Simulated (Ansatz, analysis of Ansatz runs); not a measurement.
# S_Cl under the (111) surface of SrCl2: energy against depth

Question: does neutral S_Cl prefer the (111) surface of SrCl2 or the inside, and by how much? The same defect is put at one site in each of several layers from the top towards the middle of one slab. Model: a cell of 36 host atoms with 1 Cl taken out and 1 S put in.

Program: Ansatz 0.2.0. Level of theory: plane-wave PAW DFT, PBEsol and LDA; a slab with vacuum, neutral defects. Results are calculated unless marked as measured.

## (1) The structure

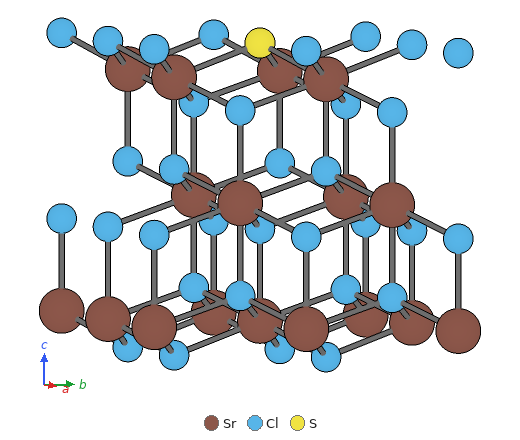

The starting structure, seen from the side, with the c axis up (strontium brown, chlorine blue, sulfur yellow). Bonds to atoms that aren't drawn are left out. Some periodic images of atoms are drawn too.

The cell holds 36 atoms: 12 Sr, 23 Cl and 1 S. Its edges and angles: a = 9.899 Å, b = 9.899 Å, c = 23.000 Å, α = 90.0°, β = 90.0°, γ = 60.0°. It derives from SrCl2 (space group Fm-3m), repeated 2×2×1. Vacuum lies along c. Nearest the centre at fractional (0.333, 0.332, 0.715): S6 at 0.00 Å, Sr19 at 3.04 Å, Sr10 at 3.04 Å, Sr28 at 3.04 Å, Cl26 at 3.48 Å, Cl17 at 3.48 Å, Cl8 at 3.48 Å, Cl23 at 4.90 Å.

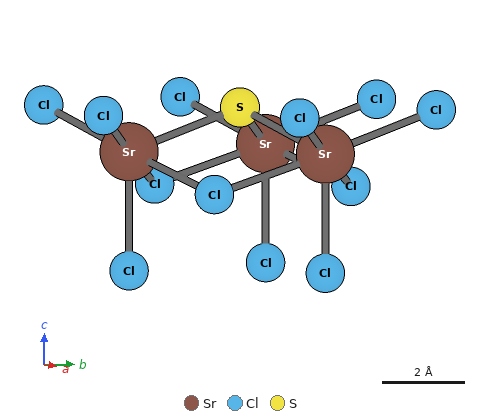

The atoms within 5 Å of the centre.

As a file:

```xyz
36
Lattice="9.8988 0.0000 0.0000 4.9494 8.5726 0.0000 0.0000 0.0000 23.0000" Properties=species:S:1:pos:R:3
Sr   -0.0082   -0.0078   15.3973
Sr    4.9406    2.8500    7.6025
Sr    2.4660    1.4211   11.4997
Cl    2.4654    1.4210    8.5505
Cl   -0.0087   -0.0081   12.4647
S     4.9410    2.8494   16.4423
Cl    4.9405    2.8496   10.5347
Cl    2.4659    1.4208   14.4488
Cl   -0.0090   -0.0076    6.5563
Sr    2.4664    4.2784   15.3974
Sr    7.4150    7.1363    7.6024
Sr    4.9409    5.7072   11.5000
Cl    4.9407    5.7078    8.5510
Cl    2.4665    4.2787   12.4651
Cl    7.4161    7.1360   16.4429
Cl    7.4158    7.1361   10.5348
Cl    4.9413    5.7074   14.4494
Cl    2.4661    4.2789    6.5574
Sr    4.9408   -0.0080   15.3973
Sr    9.8899    2.8499    7.6024
Sr    7.4153    1.4208   11.5000
Cl    7.4157    1.4212    8.5510
Cl    4.9409   -0.0077   12.4651
Cl    9.8907    2.8498   16.4431
Cl    9.8902    2.8501   10.5350
Cl    7.4161    1.4208   14.4492
Cl    4.9407   -0.0072    6.5574
Sr    7.4159    4.2783   15.3972
Sr   12.3647    7.1364    7.6024
Sr    9.8901    5.7072   11.4996
Cl    9.8897    5.7074    8.5502
Cl    7.4152    4.2782   12.4648
Cl   12.3648    7.1357   16.4426
Cl   12.3644    7.1358   10.5346
Cl    9.8902    5.7069   14.4486
Cl    7.4149    4.2785    6.5570
```

The cell's shortest repeat is 9.9 Å.

## (2) The clean slab

The slab is cut stoichiometric, symmetric and without a dipole, at the in-plane lattice of the database's bulk structure, and all its atoms relax. Miller indices refer to pymatgen's conventional standard cell, whose axes can be ordered otherwise than in the space-group symbol.

slab/input.yaml reads:

```yaml
crystal:
  lattice:
    - [4.94939, 0.0, 0.0]
    - [2.474695, 4.286298, 0.0]
    - [0.0, 0.0, 23.0]
  atoms:
    - { symbol: Sr, position: [0.0, 0.0, 0.6757026] }
    - { symbol: Sr, position: [0.6666667, 0.6666667, 0.3242974] }
    - { symbol: Sr, position: [0.3333333, 0.3333333, 0.5] }
    - { symbol: Cl, position: [0.3333333, 0.3333333, 0.368223] }
    - { symbol: Cl, position: [0.0, 0.0, 0.5439257] }
    - { symbol: Cl, position: [0.6666667, 0.6666667, 0.7196283] }
    - { symbol: Cl, position: [0.6666667, 0.6666667, 0.4560743] }
    - { symbol: Cl, position: [0.3333333, 0.3333333, 0.631777] }
    - { symbol: Cl, position: [0.0, 0.0, 0.2803717] }
basis:
  ecutwfc: 420
  xc_grid: 2
hamiltonian:
  xc: pbesol
kpoints:
  mp_grid: { grid: [2, 2, 1] }
scf:
  occupations: { method: fermi_dirac, width: 0.01 }
  max_iter: 80
relax:
  f_tol: 0.01
  max_steps: 100
  random_displacement: { amplitude: 0.03, seed: 5694 }
output:
  forces: true
  eigenvalues: true
```

Launch:

```console
> ansatz run input.yaml --threads 4 --pin off --max-ram 15073MiB --backend cpu --events-out ev --progress --plain --runs-dir out
```

Numbers of over 12 decimals in the logs are rounded to 6 here.

The log of the run:

```text
[... repeated set-up lines and file paths are left out, and long positions are rounded to six places ...]
The last accepted step is kept in <dir> (removed where the run ends without a failure and the disk answers)
Engine: ansatz 0.2.0, aarch64-unknown-linux-gnu
Pseudopotentials: kind: paw
Pseudopotential: Sr, paw, valence charge 10, recommended cutoff 420 eV (normal), Sr.paw.azcp
Pseudopotential: Cl, paw, valence charge 7, recommended cutoff 420 eV (normal), Cl.paw.azcp
Functional definition: PBEsol
  exchange = pbesol_x
  correlation = pbesol_c
Crystal: 9 atoms, lattice volume = 487.935 Å³
Basis set: ecut = 420 eV, 9539 PW (Γ), exchange–correlation on 72×72×320 points (8 copies of the dense FFT grid, shifted against one another)
Bands: 45, of which v1, the nominal top of the filled ones, is band 36 counted from 1 (35 counted from 0)
Symmetry: 1 space group operations
k-points: 4
Non-local potential: Sr, projectors of the file, l = 0: 3, l = 1: 2, l = 2: 2
Non-local potential: Cl, projectors of the file, l = 0: 2, l = 1: 2, l = 2: 2
PAW form: soft (Blöchl's): semilocal exchange-correlation on the pseudo side does not see the compensation charge
PAW frozen core: Sr, regenerated for the run's functional, and the local potential with it (the file was generated under x = pbe(κ = 0.804, μ = 0.219515), c = pbe(β = 0.066725))
PAW frozen core: Cl, regenerated for the run's functional, and the local potential with it (the file was generated under x = pbe(κ = 0.804, μ = 0.219515), c = pbe(β = 0.066725))
PAW one-centre angular grid: Sr, 110 points (default); XC on 64 Gauss nodes
PAW one-centre angular grid: Cl, 110 points (default); XC on 64 Gauss nodes
Initial density: superposition of atomic densities (neutral atoms: chi_scale 0, normalization atom), corrected by the library's trained network
Initial wavefunctions: pseudopotential atomic-orbital guess
Functional: x = pbesol(κ = 0.804, μ = 0.123457), c = pbesol(β = 0.046)
SCF iter   1: F=—  HF=-16863.386744 eV  |F-HF|=—  |Δ(HF+E_count)|=         —  Δρ=2.57e-3  dr2=4.86e-2  ethr=1.77e-3  ⟨swp⟩=16.2  Hψ=1274  notcnv=0
preconditioner: auto → Resta (q_TF=auto, 1.983 Å⁻¹)  ε∞=2.0  [insulator: Δε(μ)=4.925 eV  Ē_g=13.352 eV  σ=0.010 eV  W_gap=1.00  n_scr=68 (ndim 8)  ℏωp=13.7 eV  f_vac=0.469  D(μ)=0.00/eV (n_scr^D=0)  ε∞_Penn≈2.0  vacuum switching on, ρ_ref=1.3e-2 e/Å³]
SCF iter   2: F=—  HF=-16863.375547 eV  |F-HF|=—  |Δ(HF+E_count)|=   1.12e-2  Δρ=7.84e-4  dr2=2.94e-3  ethr=6.75e-5  ⟨swp⟩=4.0  Hψ=399  notcnv=0  defer=10
SCF iter   3: F=—  HF=-16863.375884 eV  |F-HF|=—  |Δ(HF+E_count)|=   3.37e-4  Δρ=2.98e-4  dr2=3.08e-4  ethr=4.08e-6  ⟨swp⟩=3.8  Hψ=339  notcnv=0  defer=10
[...]
SCF 1 converged in 8 iterations: F = -16863.375952 eV  dr2 = 8.84e-10
[...]
relax step   1: F+E_penalty+E_count = -16863.37595244 eV  Δ(F+E_penalty+E_count) = +0.000e0 eV  max|allowed force component| = 4.205e-1 eV/Å  Δτ_max = 0.0000 Å  (8 SCF iters, dr2 threshold 2.50e-6 eV, accepted)
[...]
relax step   2: F+E_penalty+E_count = -16863.42259164 eV  Δ(F+E_penalty+E_count) = -4.664e-2 eV  max|allowed force component| = 2.530e-1 eV/Å  Δτ_max = 0.1878 Å  (5 SCF iters, dr2 threshold 1.11e-5 eV, accepted)
[...]
relax step   4: F+E_penalty+E_count = -16863.43472852 eV  Δ(F+E_penalty+E_count) = -5.142e-4 eV  max|allowed force component| = 1.258e-3 eV/Å  Δτ_max = 0.0130 Å  (5 SCF iters, accepted)
SCF converged after 5 iterations
Free energy (F): -16863.434729 eV
Harris-Foulkes:  -16863.434729 eV  (|F-HF|=1.44e-8)
Internal energy: -16863.434729 eV  (E = F + TS)
E sigma→0 (E₀):  -16863.434729 eV
Fermi energy:    0.756324 eV
--- Per-component energies (eV) ---
  E_band       = -788.590861
  E_kinetic    = 1699.478544
  E_local      = -24637.129459  (includes V_loc(G=0)·N_el)
  E_nonlocal   = 783.033139
  E_hartree    = 11344.671805
  E_xc         = -1151.938168
  E_vxc        = -1214.146647  (∫ρ·V_xc dr)
  E_paw        = -11784.548804  (= ΣΔE_a)
  E_vpaw       = -109.165454  (= ΣTr[D̂ρ^β])
  E_aug_tail   = 0.000559  (compensation charges beyond the density's cutoff)
  E_ewald      = 6882.124021
  E_core_change = 0.873635  (= ΣΔE_core)
  E_smearing   = -0.000000  (= −TS)
  E_closure    = 0.000000  (closes the sum)
  Σ components = -16863.434729   (vs F -16863.434729, Δ=0.00e0)
--- Forces (eV/Å), atoms counted from 1 ---
  atom   1  Sr     0.00046810     0.00043929     0.00065974
  atom   2  Sr     0.00069718     0.00017762    -0.00035648
  atom   3  Sr    -0.00091572    -0.00012142    -0.00005848
  atom   4  Cl     0.00005675    -0.00011365     0.00125288
  atom   5  Cl    -0.00004068     0.00001459     0.00047851
  atom   6  Cl    -0.00040521     0.00040003    -0.00074515
  atom   7  Cl     0.00000901    -0.00024383    -0.00056432
  atom   8  Cl     0.00013573    -0.00020585    -0.00093072
  atom   9  Cl    -0.00000107    -0.00035774     0.00022197
  max |Σ_I F_I| component: 4.21e-5 eV/Å
--- Band table (eV) ---
  k-point 0: bands = ["-34.6871", "-34.6870", "-34.5345", "-16.9480", [... 37 left out ...] "4.5864", "4.5866", "4.7986", "4.7992"]
  k-point 1: bands = ["-34.6851", "-34.6850", "-34.5323", "-16.9861", [... 37 left out ...] "4.9734", "5.1920", "5.3407", "5.4916"]
  [... further k-points left out ...]
--- Relaxed structure (4 steps of the walk, 4 accepted, 0 SCFs on fresh bases) ---
  F+E_penalty+E_count = -16863.43472852 eV   max|allowed force component| = 1.258e-3 eV/Å
  atoms:
    - { symbol: Sr, position: [-0.000715, -0.002035, 0.669429] }
    - { symbol: Sr, position: [0.665594, 0.664983, 0.330556] }
    - { symbol: Sr, position: [0.332623, 0.331567, 0.499992] }
    - { symbol: Cl, position: [0.332332, 0.331660, 0.371763] }
    - { symbol: Cl, position: [-0.000748, -0.001814, 0.541932] }
    - { symbol: Cl, position: [0.666026, 0.664625, 0.714890] }
    - { symbol: Cl, position: [0.665850, 0.664927, 0.458054] }
    - { symbol: Cl, position: [0.332615, 0.331376, 0.628219] }
    - { symbol: Cl, position: [-0.001050, -0.001630, 0.285108] }
```

It took 6.8 s on 4 threads of Arm Neoverse V1, shared host; peak memory 0.74 GiB.

The steps of the relaxation:

```
step  energy less that of the first step (eV)  largest force component (eV/Å)
   1                                   0.0000                          0.4205
   2                                  -0.0466                          0.2530
   3                                  -0.0583                          0.0320
   4                                  -0.0588                          0.0013
```

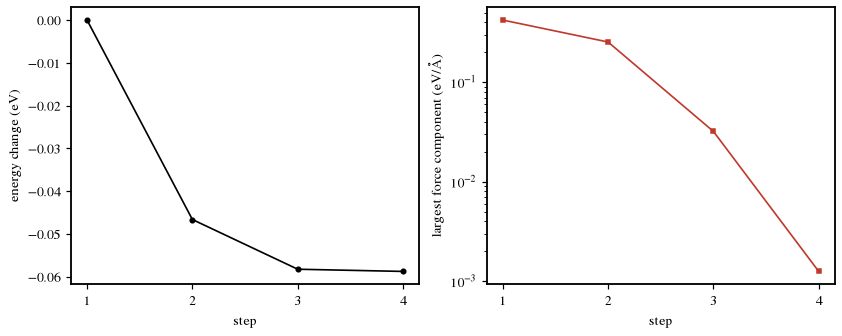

Energy and largest force along the relaxation.

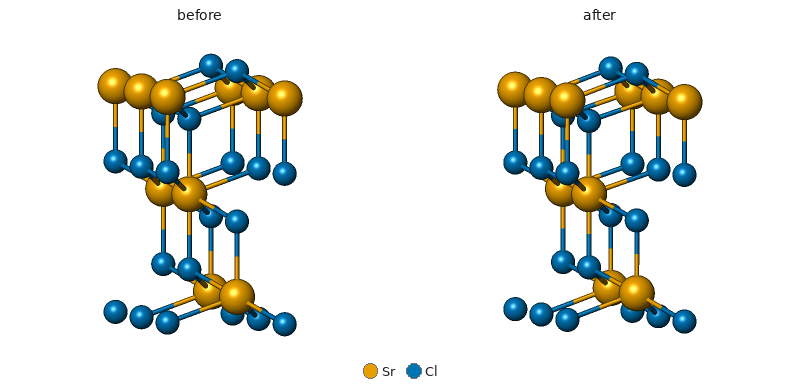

Before and after, at one scale. Bonds to atoms that aren't drawn are left out.

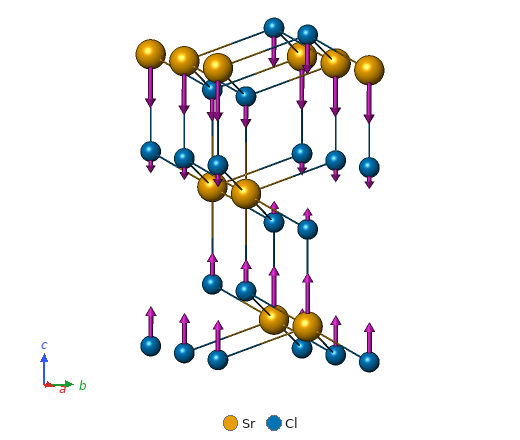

Displacements in the relaxation from the typed sites, exaggerated, the mean shift taken out; the longest in the cell stands for 0.14 Å. Bonds to atoms that aren't drawn are left out. 2×1×1 cells are drawn. Some periodic images of atoms are drawn too.

The atoms that moved most (Å, from the sites as typed, ahead of the random displacement, the mean shift of all atoms taken out):

| atom | dx | dy | dz | length |
| --- | --- | --- | --- | --- |
| Sr1 | 0.000 | -0.001 | -0.144 | 0.144 |
| Sr2 | -0.001 | 0.001 | 0.144 | 0.144 |
| Cl9 | -0.001 | 0.001 | 0.109 | 0.109 |
| Cl6 | 0.000 | -0.001 | -0.109 | 0.109 |
| Cl8 | 0.000 | -0.001 | -0.082 | 0.082 |
| Cl4 | 0.000 | 0.001 | 0.082 | 0.082 |
| Cl5 | 0.000 | 0.000 | -0.046 | 0.046 |
| Cl7 | 0.000 | 0.000 | 0.046 | 0.046 |

With the common shift taken out, atoms move by up to 0.14 Å from the bulk-cut sites, and by up to 0.14 Å along the normal.

On a dense mesh the slab's energy differs by 5 meV an atom, so the sampling is kept; the layers are compared at one sampling, where most of this error should cancel, which was not tested.

## (3) Does the supercell reconstruct?

The clean supercell is relaxed from displaced atoms, since a reconstruction that only the larger cell allows would otherwise be counted to the defect.

pristine.relax/input.yaml reads:

```yaml
crystal:
  lattice:
    - [9.89878, 0.0, 0.0]
    - [4.94939, 8.572596, 0.0]
    - [0.0, 0.0, 23.0]
  atoms:
    - { symbol: Sr, position: [-0.00035738, -0.00101756, 0.66942881] }
    - { symbol: Sr, position: [0.33279689, 0.33249153, 0.33055631] }
    - { symbol: Sr, position: [0.16631173, 0.16578342, 0.49999201] }
    - { symbol: Cl, position: [0.16616595, 0.16582996, 0.37176295] }
[... 26 atom lines left out ...]
    - { symbol: Cl, position: [0.66616595, 0.66582996, 0.37176295] }
    - { symbol: Cl, position: [0.49962616, 0.49909297, 0.54193191] }
    - { symbol: Cl, position: [0.83301323, 0.83231243, 0.71488971] }
    - { symbol: Cl, position: [0.83292521, 0.83246342, 0.45805437] }
    - { symbol: Cl, position: [0.66630768, 0.66568775, 0.62821906] }
    - { symbol: Cl, position: [0.4994751, 0.49918483, 0.28510826] }
basis:
  ecutwfc: 420
  xc_grid: 2
hamiltonian:
  xc: pbesol
kpoints:
  mp_grid: { grid: [1, 1, 1] }
scf:
  occupations: { method: fermi_dirac, width: 0.01 }
  max_iter: 80
output:
  forces: true
relax:
  f_tol: 0.015
  max_steps: 80
  random_displacement: { amplitude: 0.05, seed: 5703 }
```

The log of the run:

```text
[...]
Crystal: 36 atoms, lattice volume = 1951.740 Å³
Basis set: ecut = 420 eV, 38177 PW (Γ), exchange–correlation on 144×144×320 points (8 copies of the dense FFT grid, shifted against one another)
Bands: 180, of which v1, the nominal top of the filled ones, is band 144 counted from 1 (143 counted from 0)
Symmetry: 1 space group operations
k-points: 1
[...]
SCF iter   1: F=—  HF=-67453.632895 eV  |F-HF|=—  |Δ(HF+E_count)|=         —  Δρ=2.53e-3  dr2=1.84e-1  ethr=1.77e-3  ⟨swp⟩=18.0  Hψ=1263  notcnv=0  defer=7
[...]
SCF iter   6: F=-67453.599784 eV  HF=-67453.599784 eV  |F-HF|=9.58e-8  |Δ(HF+E_count)|=   4.16e-6  Δρ=3.43e-6  dr2=3.58e-7  ethr=1.19e-9  ⟨swp⟩=3.0  Hψ=757  notcnv=0
SCF 1 converged in 6 iterations: F = -67453.599784 eV  dr2 = 3.58e-7
[...]
- { symbol: Cl, position: [0.332192, 0.332981, 0.457888] }
    - { symbol: Cl, position: [0.165531, 0.166319, 0.628069] }
    - { symbol: Cl, position: [-0.001172, -0.000315, 0.284916] }
    - { symbol: Sr, position: [-0.001091, 0.499653, 0.669310] }
    - { symbol: Sr, position: [0.332145, 0.833026, 0.330399] }
    - { symbol: Sr, position: [0.165562, 0.666324, 0.499861] }
    - { symbol: Cl, position: [0.165507, 0.666390, 0.371643] }
    - { symbol: Cl, position: [-0.001090, 0.499684, 0.541819] }
[...]
- { symbol: Sr, position: [0.498892, -0.000361, 0.669308] }
    - { symbol: Sr, position: [0.832176, 0.333018, 0.330399] }
    - { symbol: Sr, position: [0.665530, 0.166310, 0.499860] }
[...]
- { symbol: Sr, position: [0.498936, 0.499639, 0.669303] }
    - { symbol: Sr, position: [0.832168, 0.833046, 0.330397] }
    - { symbol: Sr, position: [0.665541, 0.666324, 0.499843] }
[...]
- { symbol: Cl, position: [0.832223, 0.832960, 0.714754] }
    - { symbol: Cl, position: [0.832176, 0.832978, 0.457887] }
    - { symbol: Cl, position: [0.665564, 0.666285, 0.628061] }
    - { symbol: Cl, position: [0.498812, 0.499665, 0.284947] }
[key lines of the parts left out:]
SCF converged after 5 iterations
Free energy (F): -67453.738916 eV
Fermi energy:    0.756453 eV
```

Wall time 23 s (4 threads); peak memory 1.5 GiB; 85 s of CPU time.

Atoms end at most 0.00 Å from the small cell's positions, so the small cell's structure is at least a local minimum.

[end of part 1 of 3]

[Logs are printed without paths, hosts, clocks, repeated set-up lines and the standing remarks that a program may print on its own settings, such as how far it seeks lower states.]

[Hosts, paths, dates, database ids (printed as entryN), source tags and the programs' standing remarks are cut or masked in the printed files.]

[Maps of the electrostatic potential energy from Ansatz leave out the sawtooth potential of an applied field or a dipole correction, so their vacuum need not be flat.]
